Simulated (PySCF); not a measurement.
# C3H5N (SMILES [C-]#[N+]CC): levels of theory compared

We compute a comparison of 5 runs (HF/STO-3G, HF/3-21G, B3LYP/STO-3G, B3LYP/def2-SVP, CCSD/def2-SVP) of C3H5N. The job is set up through a Python script.

The calculation is run with PySCF 2.14.0.

## 1. The system as given

C3H5N: 9 atoms, total charge 0, spin state singlet. As SMILES, `[C-]#[N+]CC`. The coordinates come from a GFN2-xTB relaxation.

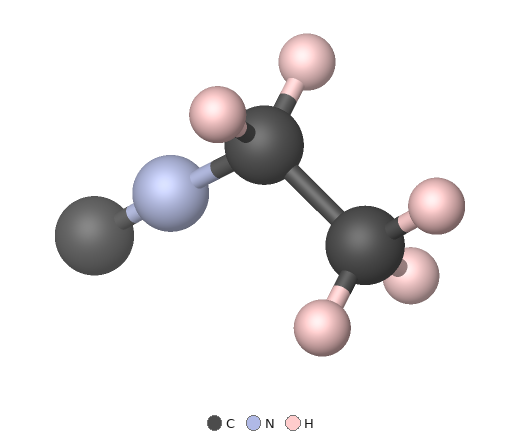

Viewed from a chosen angle; carbon dark grey, nitrogen light blue, hydrogen pink.

## 2. Energy and forces at HF/STO-3G (run 1)

Input file input.py:

```python
import pyscf.grad
from pyscf import gto

mol = gto.Mole()
mol.atom = '''
C      1.213740     0.035300    -2.249970
N      0.850000     0.252080    -1.167730
C      0.388790     0.488390     0.133540
C     -0.723730    -0.489600     0.502140
H      1.236610     0.381100     0.819100
H      0.024870     1.520510     0.183440
H     -0.360840    -1.513530     0.448130
H     -1.562480    -0.383680    -0.182440
H     -1.066950    -0.290570     1.513770
'''
mol.max_memory = 1860
mol.charge = 0
mol.basis = 'sto-3g'
mol.verbose = 4
mol.spin = 0
mol.build()

myscf = mol.RHF()
myscf.conv_tol = 1e-10
myscf.kernel()
if not myscf.converged:
    myscf = myscf.newton().run(myscf.mo_coeff, myscf.mo_occ)

e_tot = myscf.e_tot
print('Final energy', e_tot)
grad = myscf.Gradients().kernel()
myscf.analyze()
```

Started as:

```sh
OMP_NUM_THREADS=1 python input.py
```

The log of the run:

```text
PySCF version 2.14.0

[... 63 lines left out ...]
converged SCF energy = -168.813375223003
[... 14 lines left out ...]
Nuclear Repulsion Energy =             106.120370406704041
[... 2 lines left out ...]
Two-electron Coulomb Energy =          187.383930029207306
[... 4 lines left out ...]
MO #2   energy= -11.1400778286822  occ= 2
[... 2 lines left out ...]
MO #5   energy= -1.20648245920895  occ= 2
[... 2 lines left out ...]
MO #8   energy= -0.683826188643797 occ= 2
[... 2 lines left out ...]
MO #11  energy= -0.524795269061543 occ= 2
[... 2 lines left out ...]
MO #14  energy= -0.401131209397276 occ= 2
[... 2 lines left out ...]
MO #17  energy= 0.374026851282378  occ= 0
[... 2 lines left out ...]
MO #20  energy= 0.668608792388351  occ= 0
[... 2 lines left out ...]
MO #23  energy= 0.742423417818725  occ= 0
MO #24  energy= 0.762388692135004  occ= 0
MO #25  energy= 1.28789953915871   occ= 0
 ** Mulliken pop on meta-lowdin orthogonal AOs  **
 ** Mulliken pop  **
pop of  0 C 1s            1.99992
pop of  0 C 2s            1.62118
pop of  0 C 2px           0.68035
pop of  0 C 2py           0.64222
pop of  0 C 2pz           1.11402
pop of  1 N 1s            1.99991
pop of  1 N 2s            1.23896
pop of  1 N 2px           1.35137
pop of  1 N 2py           1.36865
pop of  1 N 2pz           1.17690
pop of  2 C 1s            1.99979
pop of  2 C 2s            1.00527
pop of  2 C 2px           1.02514
pop of  2 C 2py           1.04180
pop of  2 C 2pz           0.87647
pop of  3 C 1s            1.99978
pop of  3 C 2s            1.01467
pop of  3 C 2px           1.01245
pop of  3 C 2py           1.02287
pop of  3 C 2pz           1.04829
pop of  4 H 1s            0.94717
pop of  5 H 1s            0.94714
pop of  6 H 1s            0.95470
pop of  7 H 1s            0.95472
pop of  8 H 1s            0.95623
 ** Mulliken atomic charges  **
charge of    0C =     -0.05770
charge of    1N =     -0.13580
charge of    2C =      0.05152
charge of    3C =     -0.09806
charge of    4H =      0.05283
charge of    5H =      0.05286
charge of    6H =      0.04530
charge of    7H =      0.04528
charge of    8H =      0.04377
Dipole moment(X, Y, Z, Debye): -1.07034,  0.38194,  2.72322
```

It took 3 s on 1 thread of Intel Xeon at 2.50GHz (Skylake/Cascade Lake), shared host; peak memory 0.12 GiB.

## 3. Energy and gradient at HF/3-21G (run 2)

Input file job.py:

```python
import pyscf.grad
from pyscf import gto

system = gto.M(
    atom='''
C      2.293636     0.066707    -4.251827
N      1.606267     0.476362    -2.206690
C      0.734707     0.922923     0.252354
C     -1.367651    -0.925210     0.948907
H      2.336854     0.720175     1.547875
H      0.046997     2.873347     0.346651
H     -0.681889    -2.860157     0.846843
H     -2.952659    -0.725050    -0.344762
H     -2.016243    -0.549098     2.860611
''',
    charge=0,
    max_memory=1860,
    spin=0,
    basis='3-21g',
    verbose=3,
    unit='bohr',
)

mf = system.RHF()
mf.conv_tol = 1e-10
mf.kernel()
if not mf.converged:
    mf = mf.newton().run(mf.mo_coeff, mf.mo_occ)

energy = mf.e_tot
print(f'total energy: {energy:.8f} hartree')
grad = mf.Gradients().kernel()
mf.analyze()
```

Started as:

```sh
OMP_NUM_THREADS=1 python job.py
```

The log of the run:

```text
converged SCF energy = -169.979954709422
total energy: -169.97995471 hartree
--------------- RHF gradients ---------------
         x                y                z
0 C     0.0013686185    -0.0011384473    -0.0046973759
1 N    -0.0102883713     0.0060561006     0.0306891769
2 C    -0.0010344926    -0.0142174280    -0.0239560490
3 C     0.0072114852     0.0059186122    -0.0028503395
4 H     0.0083008608    -0.0024324080     0.0037077205
5 H    -0.0032845055     0.0084782418    -0.0023148518
6 H     0.0009963588    -0.0037270311    -0.0002654357
7 H    -0.0030767538     0.0001055808    -0.0025012298
8 H    -0.0001932002     0.0009567790     0.0021883843
----------------------------------------------
**** MO energy ****
MO #1   energy= -15.51630005297    occ= 2
MO #2   energy= -11.2448736835136  occ= 2
MO #3   energy= -11.2108093086044  occ= 2
MO #4   energy= -11.1794428981911  occ= 2
MO #5   energy= -1.27827735814607  occ= 2
MO #6   energy= -1.07469499302588  occ= 2
MO #7   energy= -0.920073473317851 occ= 2
MO #8   energy= -0.732279824428574 occ= 2
MO #9   energy= -0.669776513012043 occ= 2
MO #10  energy= -0.605058134422094 occ= 2
MO #11  energy= -0.554266375047642 occ= 2
MO #12  energy= -0.54480810204103  occ= 2
MO #13  energy= -0.457268436047608 occ= 2
MO #14  energy= -0.456952980666744 occ= 2
MO #15  energy= -0.454435200140225 occ= 2
MO #16  energy= 0.213142369872594  occ= 0
MO #17  energy= 0.215451926917779  occ= 0
MO #18  energy= 0.271932569630737  occ= 0
MO #19  energy= 0.313190643251569  occ= 0
MO #20  energy= 0.316444319675273  occ= 0
MO #21  energy= 0.332945535239423  occ= 0
MO #22  energy= 0.372389556055686  occ= 0
MO #23  energy= 0.416267866797087  occ= 0
MO #24  energy= 0.423751275972938  occ= 0
MO #25  energy= 0.59127317905923   occ= 0
MO #26  energy= 0.845720236884431  occ= 0
MO #27  energy= 0.892608133686454  occ= 0
MO #28  energy= 0.936570907771276  occ= 0
MO #29  energy= 0.981280536771087  occ= 0
MO #30  energy= 0.99742654729991   occ= 0
MO #31  energy= 1.02253534241703   occ= 0
MO #32  energy= 1.0854122091403    occ= 0
MO #33  energy= 1.16389250156226   occ= 0
MO #34  energy= 1.22538302712942   occ= 0
MO #35  energy= 1.25543088032539   occ= 0
MO #36  energy= 1.29343971566116   occ= 0
MO #37  energy= 1.3409649437219    occ= 0
MO #38  energy= 1.35095427083654   occ= 0
MO #39  energy= 1.38636817374375   occ= 0
MO #40  energy= 1.51813584822176   occ= 0
MO #41  energy= 1.60647677521993   occ= 0
MO #42  energy= 1.62076563508425   occ= 0
MO #43  energy= 1.89292502940115   occ= 0
MO #44  energy= 2.26985898557141   occ= 0
MO #45  energy= 2.33738327260249   occ= 0
MO #46  energy= 2.84893189483892   occ= 0
 ** Mulliken atomic charges  **
charge of    0C =     -0.07791
charge of    1N =     -0.16347
charge of    2C =     -0.01506
charge of    3C =     -0.26096
charge of    4H =      0.10987
charge of    5H =      0.10988
charge of    6H =      0.10139
charge of    7H =      0.10134
charge of    8H =      0.09492
Dipole moment(X, Y, Z, Debye): -1.25338,  0.45369,  3.20042
```

Run time: 3.6 s. Hardware: 1 thread of Intel Xeon at 2.50GHz (Skylake/Cascade Lake), shared host; peak memory 0.12 GiB.

Run 3 isn't shown in full; the table further down has it.

## 4. Energy and forces at B3LYP/def2-SVP (run 4)

Input file job.py:

```python
# isocyanoethane
import pyscf.grad
from pyscf import gto, dft

mol = gto.M(
    atom='''
C      1.213740     0.035300    -2.249970
N      0.850000     0.252080    -1.167730
C      0.388790     0.488390     0.133540
C     -0.723730    -0.489600     0.502140
H      1.236610     0.381100     0.819100
H      0.024870     1.520510     0.183440
H     -0.360840    -1.513530     0.448130
H     -1.562480    -0.383680    -0.182440
H     -1.066950    -0.290570     1.513770
''',
    verbose=4,
    basis='def2-svp',
    charge=0,
    max_memory=1860,
)

calc0 = dft.RKS(mol, xc='b3lyp')
calc0.grids.level = 5
calc0.conv_tol = 1e-10
calc0.kernel()
if not calc0.converged:
    calc0 = calc0.newton().run(calc0.mo_coeff, calc0.mo_occ)

e_tot = calc0.e_tot
print('E(%s) = %.9f' % ('B3LYP', e_tot))
grad = calc0.Gradients().kernel()
calc0.analyze()
```

Started as:

```sh
OMP_NUM_THREADS=1 python job.py
```

The log of the run:

```text
PySCF version 2.14.0

[... 100 lines left out ...]
MO #1   energy= -14.3584059931228  occ= 2
[... 7 lines left out ...]
MO #9   energy= -0.503624380461705 occ= 2
[... 7 lines left out ...]
MO #17  energy= 0.0289260925861936 occ= 0
[... 7 lines left out ...]
MO #25  energy= 0.279563692116086  occ= 0
[... 7 lines left out ...]
MO #33  energy= 0.587669133274913  occ= 0
[... 7 lines left out ...]
MO #41  energy= 0.853546551661003  occ= 0
[... 7 lines left out ...]
MO #49  energy= 1.43145017851758   occ= 0
[... 7 lines left out ...]
MO #57  energy= 1.7624256965153    occ= 0
[... 7 lines left out ...]
MO #65  energy= 2.17650122258206   occ= 0
[... 7 lines left out ...]
MO #73  energy= 2.56006474021488   occ= 0
[... 7 lines left out ...]
MO #81  energy= 3.62803379251993   occ= 0
[... 54 lines left out ...]
pop of  3 C 3dyz          0.00033
pop of  3 C 3dz^2         0.00126
pop of  3 C 3dxz          0.00113
pop of  3 C 3dx2-y2       0.00077
pop of  4 H 1s            0.87184
pop of  4 H 2s            0.00890
pop of  4 H 2px           0.00078
pop of  4 H 2py           0.00004
pop of  4 H 2pz           0.00058
pop of  5 H 1s            0.87182
pop of  5 H 2s            0.00890
pop of  5 H 2px           0.00016
pop of  5 H 2py           0.00108
pop of  5 H 2pz           0.00016
pop of  6 H 1s            0.88450
pop of  6 H 2s            0.00811
pop of  6 H 2px           0.00009
pop of  6 H 2py           0.00102
pop of  6 H 2pz           0.00003
pop of  7 H 1s            0.88455
pop of  7 H 2s            0.00810
pop of  7 H 2px           0.00069
pop of  7 H 2py           0.00002
pop of  7 H 2pz           0.00042
pop of  8 H 1s            0.88767
pop of  8 H 2s            0.00737
pop of  8 H 2px           0.00019
pop of  8 H 2py           0.00004
pop of  8 H 2pz           0.00094
 ** Mulliken atomic charges  **
charge of    0C =     -0.14413
charge of    1N =     -0.07178
charge of    2C =     -0.05866
charge of    3C =     -0.27744
charge of    4H =      0.11787
charge of    5H =      0.11788
charge of    6H =      0.10626
charge of    7H =      0.10621
charge of    8H =      0.10380
Dipole moment(X, Y, Z, Debye): -1.40095,  0.51884,  3.59920
```

Wall time 48 s (1 thread of Intel Xeon at 2.50GHz (Skylake/Cascade Lake), shared host); peak memory 0.82 GiB.

## 5. The energy at CCSD/def2-SVP (run 5)

Input file run.py:

```python
from pyscf import gto, scf, cc

molecule = gto.Mole()
molecule.atom = '''
C      1.213740     0.035300    -2.249970
N      0.850000     0.252080    -1.167730
C      0.388790     0.488390     0.133540
C     -0.723730    -0.489600     0.502140
H      1.236610     0.381100     0.819100
H      0.024870     1.520510     0.183440
H     -0.360840    -1.513530     0.448130
H     -1.562480    -0.383680    -0.182440
H     -1.066950    -0.290570     1.513770
'''
molecule.max_memory = 1860
molecule.verbose = 4
molecule.basis = 'def2-svp'
molecule.spin = 0
molecule.build()

mf = scf.RHF(molecule)
mf.conv_tol = 1e-10
mf.kernel()
if not mf.converged:
    mf = mf.newton().run(mf.mo_coeff, mf.mo_occ)

mycc = cc.CCSD(mf, frozen=4)
mycc.kernel()
energy = mycc.e_tot
print('Final energy', energy)
dip = mf.dip_moment()
pop, q = mf.mulliken_pop()
```

Started as:

```sh
OMP_NUM_THREADS=1 python run.py
```

The log of the run:

```text
PySCF version 2.14.0

[... 67 lines left out ...]
converged SCF energy = -170.805052201786
[... 12 lines left out ...]
Init t2, MP2 energy = -171.357846566734  E_corr(MP2) -0.552794364948088
[... 12 lines left out ...]
CCSD converged
[... 1 line left out ...]
Final energy -171.3962565135684
Dipole moment(X, Y, Z, Debye): -1.31130,  0.48655,  3.37005
[... 52 lines left out ...]
pop of  3 C 3dxy          0.00904
pop of  3 C 3dyz          0.00222
pop of  3 C 3dz^2         0.00905
pop of  3 C 3dxz          0.00883
pop of  3 C 3dx2-y2       0.00789
pop of  4 H 1s            0.75928
pop of  4 H 2s            0.15180
pop of  4 H 2px           0.01232
pop of  4 H 2py           0.00365
pop of  4 H 2pz           0.00798
pop of  5 H 1s            0.75927
pop of  5 H 2s            0.15176
pop of  5 H 2px           0.00508
pop of  5 H 2py           0.01692
pop of  5 H 2pz           0.00195
pop of  6 H 1s            0.75550
pop of  6 H 2s            0.16749
pop of  6 H 2px           0.00508
pop of  6 H 2py           0.01659
pop of  6 H 2pz           0.00401
pop of  7 H 1s            0.75544
pop of  7 H 2s            0.16753
pop of  7 H 2px           0.01212
pop of  7 H 2py           0.00379
pop of  7 H 2pz           0.00976
pop of  8 H 1s            0.75891
pop of  8 H 2s            0.17224
pop of  8 H 2px           0.00530
pop of  8 H 2py           0.00424
pop of  8 H 2pz           0.01642
 ** Mulliken atomic charges  **
charge of    0C =     -0.03713
charge of    1N =     -0.34396
charge of    2C =      0.16907
charge of    3C =     -0.06354
charge of    4H =      0.06497
charge of    5H =      0.06501
charge of    6H =      0.05133
charge of    7H =      0.05135
charge of    8H =      0.04289
```

Run time: 17 s. Hardware: 1 thread of Intel Xeon at 2.50GHz (Skylake/Cascade Lake), shared host; peak memory 0.36 GiB.

## 6. All runs side by side

| run | level | integration grid | task | energy (Eh) | dipole moment (D) of the reference | HOMO energy (eV) | LUMO energy (eV) | wall time |
| --- | --- | --- | --- | --- | --- | --- | --- | --- |
| 1 | HF/STO-3G | – | gradient | -168.813375 | 2.95 | -10.31 | 10.12 | 3 s |
| 2 | HF/3-21G | – | gradient | -169.979955 | 3.47 | -12.37 | 5.80 | 3.6 s |
| 3 | B3LYP/STO-3G | 5 | gradient | -169.864012 | 3.25 | -5.50 | 4.26 | 20 s |
| 4 | B3LYP/def2-SVP | 5 | gradient | -171.906265 | 3.90 | -8.06 | 0.66 | 48 s |
| 5 | CCSD/def2-SVP | – | energy | -171.396257 | 3.65 | -12.59 | 4.36 | 17 s |

## 7. Summary of results

```
                                          quantity          value
                               run 5: total energy  -171.39626 Eh
       run 5: dipole moment (Hartree–Fock density)         3.65 D
        run 5: HOMO energy (Hartree–Fock orbitals)      -12.59 eV
        run 5: LUMO energy (Hartree–Fock orbitals)        4.36 eV
      run 5: HOMO–LUMO gap (Hartree–Fock orbitals)       16.95 eV
run 5: correlation energy (4 core orbitals frozen)     -591.2 mEh
                              run 5: T1 diagnostic          0.012
```

What this shows: Over runs 1, 2, 3, 4 the dipole moment (its size) runs from 2.95 D (HF/STO-3G) to 3.90 D (B3LYP/def2-SVP). The two ends differ in method and basis. Over runs 1, 2, 3, 4 the HOMO–LUMO gap runs from 8.72 eV (B3LYP/def2-SVP) to 20.43 eV (HF/STO-3G). In runs 1, 3 the basis is minimal, so the values are rough. All runs together took 92 s, the longest 48 s.
